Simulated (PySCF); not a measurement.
C2H5ClF2, SMILES `FCF.CCl`.

Level of theory: CAM-B3LYP/def2-SVPD (PySCF), at a geometry from GFN2-xTB. GFN2-xTB bond lengths at metals and heavier atoms can be off by up to 0.1 Å and shapes distorted, which carries into these values.

Input script:

```python
import numpy as np
from pyscf import gto, scf, dft
from pyscf.scf import atom_ks, atom_hf
from scipy.linalg import block_diag
from pyscf.dispersion import dftd3

def solve(mol, dm0=None, hcore=None):
    mf = (dft.UKS if mol.spin else dft.RKS)(mol, xc='camb3lyp')
    mf.grids.level = 3
    mf = mf.density_fit(auxbasis='def2-universal-jkfit')
    mf.conv_tol, mf.max_cycle = 1e-8, 80
    if hcore is not None:
        mf.get_hcore = lambda *args: hcore
    mf.kernel(dm0)
    if not mf.converged:
        mf = mf.newton().run(mf.mo_coeff, mf.mo_occ, max_cycle=30)
    assert mf.converged, 'SCF not converged'
    return mf

mol = gto.M(atom='''
F      1.47958    -0.87839    -0.70829
C      1.72842     0.39550    -0.34443
F      2.24440     0.37386     0.89785
H      2.47305     0.81891    -1.03139
H      0.78000     0.94947    -0.32919
C     -1.68932    -1.02125     0.47900
Cl    -1.88497     0.61930    -0.17444
H     -2.66046    -1.50627     0.46461
H     -1.31632    -0.93871     1.49522
H     -0.98213    -1.55617    -0.14722
''', basis='def2-svpd', charge=0, spin=0, verbose=4)
mol_a = gto.M(atom='''
F      1.47958    -0.87839    -0.70829
C      1.72842     0.39550    -0.34443
F      2.24440     0.37386     0.89785
H      2.47305     0.81891    -1.03139
H      0.78000     0.94947    -0.32919
ghost-C     -1.68932    -1.02125     0.47900
ghost-Cl    -1.88497     0.61930    -0.17444
ghost-H     -2.66046    -1.50627     0.46461
ghost-H     -1.31632    -0.93871     1.49522
ghost-H     -0.98213    -1.55617    -0.14722
''', basis='def2-svpd', charge=0, spin=0, verbose=4)
mol_b = gto.M(atom='''
ghost-F      1.47958    -0.87839    -0.70829
ghost-C      1.72842     0.39550    -0.34443
ghost-F      2.24440     0.37386     0.89785
ghost-H      2.47305     0.81891    -1.03139
ghost-H      0.78000     0.94947    -0.32919
C     -1.68932    -1.02125     0.47900
Cl    -1.88497     0.61930    -0.17444
H     -2.66046    -1.50627     0.46461
H     -1.31632    -0.93871     1.49522
H     -0.98213    -1.55617    -0.14722
''', basis='def2-svpd', charge=0, spin=0, verbose=4)
ab, a, b = solve(mol), solve(mol_a), solve(mol_b)
e_int = ab.e_tot - a.e_tot - b.e_tot
print('counterpoise-corrected interaction energy / kcal/mol', e_int * 627.5095)
def disp(atoms, charge):
    m = gto.M(atom=atoms, charge=charge, basis='sto-3g', spin=None, unit='Bohr', verbose=0)
    return dftd3.DFTD3Dispersion(m, xc='camb3lyp', version='d3bj').get_dispersion()['energy']
e_disp = disp(mol._atom, mol.charge) - disp(mol._atom[:5], mol_a.charge) - disp(mol._atom[5:], mol_b.charge)
print('D3(BJ) part / kcal/mol', e_disp * 627.5095)
# spherically averaged free atoms, for the promolecule
atm = atom_ks.get_atm_nrks(mol, xc='camb3lyp')
pro = block_diag(*[(atm[a[0]][2] * atm[a[0]][3]) @ atm[a[0]][2].T for a in mol._atom])
np.savez('result.npz', e_int=e_int, e_disp=e_disp, dm_a=a.make_rdm1(), dm_b=b.make_rdm1(), c=ab.mo_coeff, occ=ab.mo_occ, eps=ab.mo_energy, pro=pro, d=[f.dip_moment(verbose=0) for f in (ab, a, b)])
```

Run with:

```sh
OMP_NUM_THREADS=1 python input.py
```

The run took 53 s on 1 thread of Arm Neoverse V1, on a shared host, peak memory 0.75 GiB.

Partitions, critical points and surface values were worked out afterwards from this run's density.

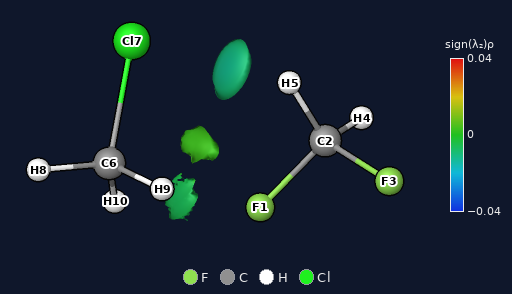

Non-covalent interaction surfaces between the fragments (reduced density gradient s = 0.6, coloured by sign(λ₂)ρ in a.u.; trimmed to the region between the fragments where ρ is under 0.06 a.u.). Fragment A: H2CF2 (atoms 1–5); fragment B: H3CCl.

### Interpret the surfaces between the fragments.

Bond critical points between the fragments: H5···Cl7, weak C–H hydrogen bond, 2.69 Å, ρ = 0.011 a.u.; F1···H10, weak C–H hydrogen bond, 2.61 Å, ρ = 0.006 a.u. All are weak and appear green, as weak hydrogen bonds do. Several contacts close a ring, whose ring point adds a part with positive λ₂ between them. The pose is a local one from a semi-empirical search, not shown to be the most stable.

### How strongly are they bound?

The counterpoise-corrected interaction energy of the frozen fragments is −1.6 kcal/mol without dispersion correction and −2.6 kcal/mol with D3(BJ). The pair geometry is semi-empirical, not a minimum at this level.
